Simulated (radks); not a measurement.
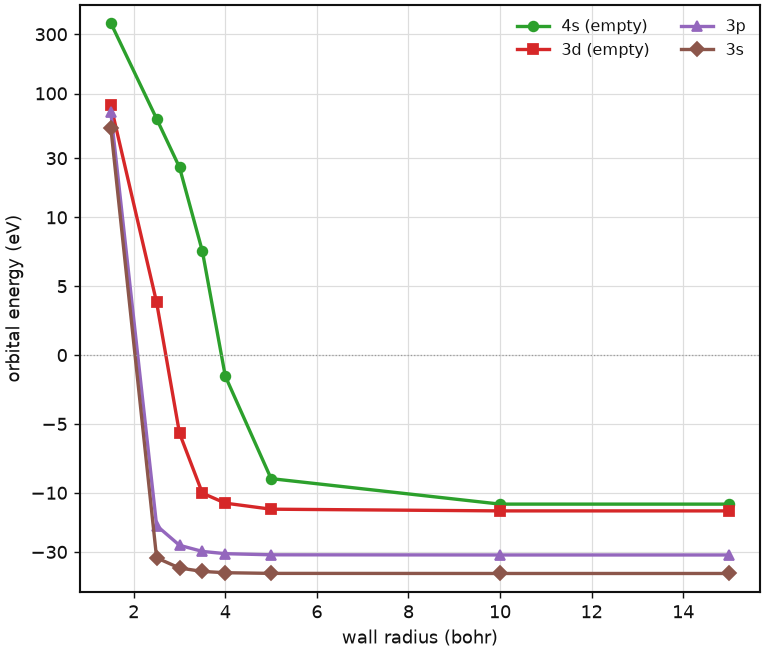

System: the chlorine ion Cl²⁺, configuration [Ne] 3s2 3p3. It is put inside a hard spherical wall of varying radius. Computed with the in-house radial solver radks: non-relativistic Kohn-Sham, PBEsol, spin-unpolarised, spherical densities, point nucleus. The plot shows the outer orbital energies, on a scale that is linear within ±10 eV and logarithmic beyond.

How do the levels move, and do any cross?

Answer. The levels rise as the wall closes in: 3p goes from −31.6 eV at 15 bohr to 70.5 eV at 1.5 bohr and passes zero between 2.5 and 1.5 bohr. No two of the levels drawn cross. The fastest to rise is 4s (by 382.8 eV), the slowest 3d (by 94.3 eV): the wall presses hardest on the most extended orbitals.
